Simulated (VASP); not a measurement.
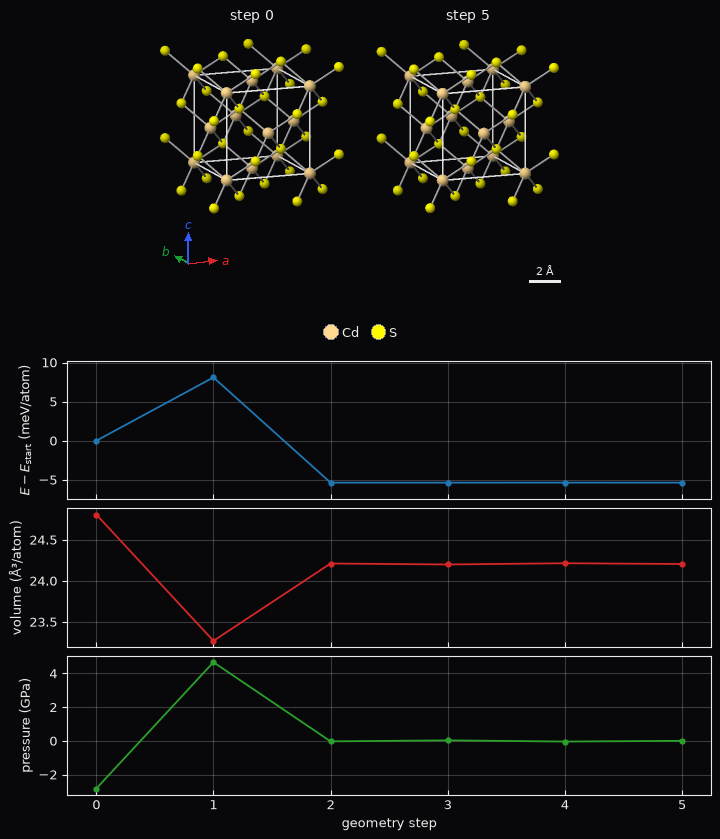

First and last geometry of a relaxation of solid CdS (set up in F-43m), with the history of the run. Style: ball-and-stick. Shown: the conventional cell (4 times the calculation's cell), slightly off an axis. Lengths and directions refer to the drawn axes.

The run lets cell and atoms move.

Computed with Kohn-Sham DFT of a periodic cell, PBE, VASP PAW PBE potentials, recommended in VASP.

Input
```
SYSTEM = CdS
  PREC = Accurate
  ENCUT = 250
  EDIFF = 1E-7
  ISMEAR = 0
  SIGMA = 0.02
  LREAL = .False.
  LASPH = .True.
  NELM = 60
  ALGO = Normal
  ISIF = 3
  LWAVE = .False.
  LCHARG = .False.
  GGA = PE
  IBRION = 2
  NSW = 80
  EDIFFG = -0.002
```

Command:
```bash
cat potpaw_PBE.64/Cd/POTCAR potpaw_PBE.64/S/POTCAR > POTCAR
mpirun -np 1 vasp_std > vasp.out
```

### What do the curves and the structures tell?

It converged. The energy falls by 5.4 meV per atom in 5 geometry steps. All forces vanish by symmetry, so only the cell relaxes. The pressure goes from −2.83 to 0.00 GPa. The atoms keep their places relative to the cell (all moves are under 0.005 Å). Cell: a = b = c 5.833 → 5.785 Å (−0.8 %). Volume −2.4 %. Among the contacts that change: Cd–S 2.526 → 2.505 Å. The space group stays F-43m (No. 216). At step 1 the optimiser overshot: the energy rose above the start, and later steps came back. It ran on 1 thread of Intel(R) Xeon(R) Platinum 8488C (Sapphire Rapids), on a shared host.
